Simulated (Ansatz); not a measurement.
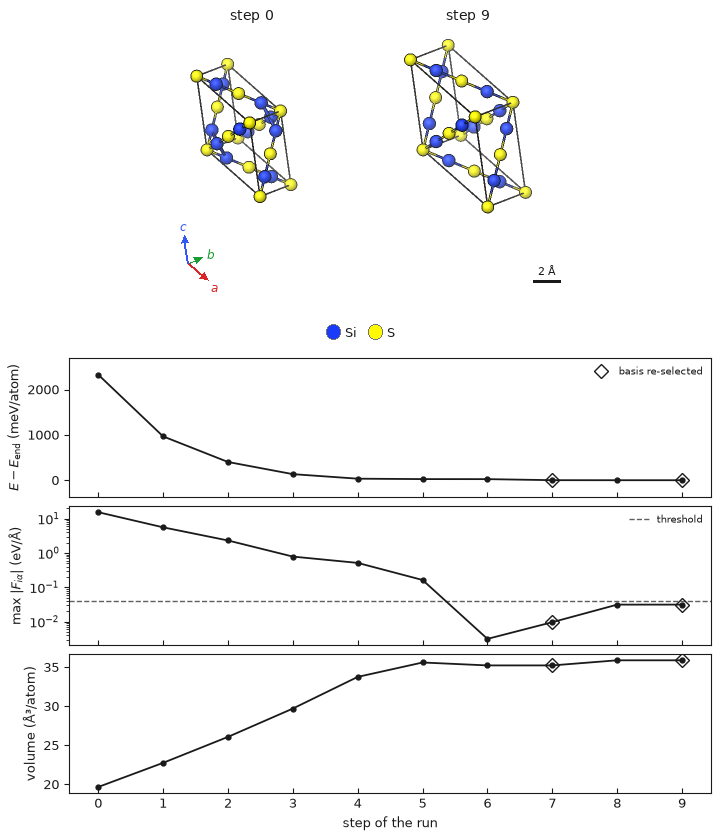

First and last geometry of a relaxation of solid Si₃S₂ (a generated structure, set up in Im-3m) (coarse preliminary run), with the history of the run. A ball-and-stick model of the cell of the calculation, seen slightly off an axis.

Computed with DFT PBE, scalar-relativistic, plane waves, PAW (Ansatz 0.2.0).

The input:
```yaml
crystal:
  lattice:
    - [-3.66291207, 3.66291207, 3.66291207]
    - [3.66291207, -3.66291207, 3.66291207]
    - [3.66291207, 3.66291207, -3.66291207]
  atoms:
    - { symbol: Si, position: [0.0, 0.23183362, 0.23183362] }
    - { symbol: Si, position: [0.0, 0.76816638, 0.76816638] }
    - { symbol: Si, position: [0.23183362, 0.0, 0.23183362] }
    - { symbol: Si, position: [0.76816638, 0.0, 0.76816638] }
    - { symbol: Si, position: [0.23183362, 0.23183362, 0.0] }
    - { symbol: Si, position: [0.76816638, 0.76816638, 0.0] }
    - { symbol: S, position: [0.0, 0.0, 0.0] }
    - { symbol: S, position: [0.0, 0.5, 0.5] }
    - { symbol: S, position: [0.5, 0.0, 0.5] }
    - { symbol: S, position: [0.5, 0.5, 0.0] }
basis:
  ecutwfc: 420
kpoints:
  mp_grid: { grid: [4, 4, 4] }
hamiltonian:
  xc: pbe
scf:
  occupations: { method: gaussian, width: 0.1 }
  lower_state_search: "off"
output:
  forces: true
  stress: true
  eigenvalues: true
relax:
  adjacent_minimum: "off"
  f_tol: 0.04
  max_steps: 70
  cell: { stress_tol: 0.4 }
```

Launched with:
```bash
ansatz run input.yaml --threads 1 --pin off --max-ram 2560MiB --backend cpu --events-out ev --progress --plain --runs-dir out
```

Q: What do the curves and the structures tell?

A: It converged. The energy falls by 2328 meV per atom in 7 accepted moves (9 points after the start). Largest force component: 15 eV/Å at the start, 0.031 eV/Å at the end. Pressure: 68.63 GPa at the start and −0.06 GPa at the end. At 2 points the geometry stayed and the basis and grid were re-selected for the new cell (energy shift of 22.9 meV per atom at most each time). The largest moves relative to the cell, 0.18 Å, are those of Si1, Si2, Si3, Si4, Si5 and Si6. Si6 goes along [−1 −1 0]. S stays in place. The volume changes by +82.5 %, with a = b = c 6.344 → 7.753 Å (+22.2 %). Near-neighbour distances that change, for instance: Si1–Si3 2.402 → 3.187 Å, Si1–S7 1.698 → 2.254 Å, Si1–S8 1.965 → 2.223 Å. The space group stays Im-3m (No. 229).

| step | E − E(0), meV/atom | largest force component, eV/Å | pressure, GPa | volume, Å³/atom | note |
| --- | --- | --- | --- | --- | --- |
| 0 | 0.00 | 15.4737 | 68.63 | 19.658 |  |
| 1 | -1361.32 | 5.6046 | 33.38 | 22.750 |  |
| 2 | -1925.63 | 2.3195 | 16.16 | 26.073 |  |
| 3 | -2193.89 | 0.7872 | 6.87 | 29.700 |  |
| 4 | -2293.97 | 0.5150 | 1.33 | 33.754 |  |
| 5 | -2302.98 | 0.1636 | -0.27 | 35.598 |  |
| 6 | -2303.90 | 0.0031 | -0.01 | 35.225 |  |
| 7 | -2326.84 | 0.0096 | 0.49 | 35.225 | same geometry, new basis |
| 8 | -2327.68 | 0.0313 | -0.06 | 35.879 |  |
| 9 | -2327.72 | 0.0314 | -0.06 | 35.879 | same geometry, new basis |
